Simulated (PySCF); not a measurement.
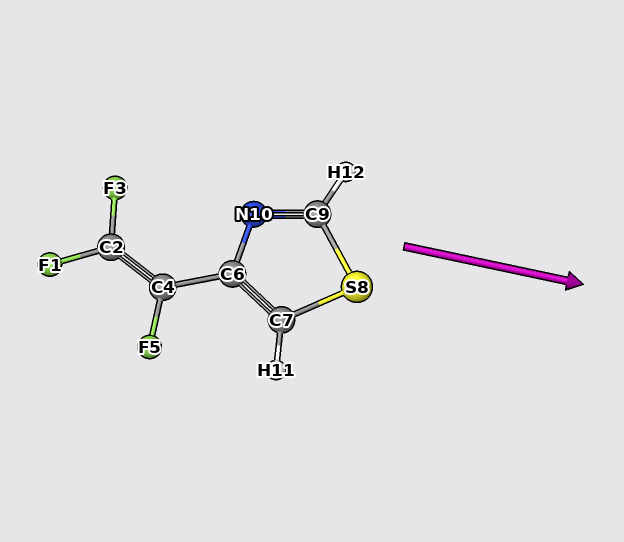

The arrow beside the molecule shows the direction of the dipole moment, from the negative to the positive end (its length means nothing). The geometry was computed by an optimisation with PBE0-D3(BJ)/def2-SVP. No frequency run is at hand to confirm it as a minimum. Properties computed with CAM-B3LYP/def2-SVPD, gas phase (PySCF 2.14.0).

### How large is the dipole moment?

2.62 D; it points from the side of F1 to the side of S8 (the outermost atoms at the two ends).
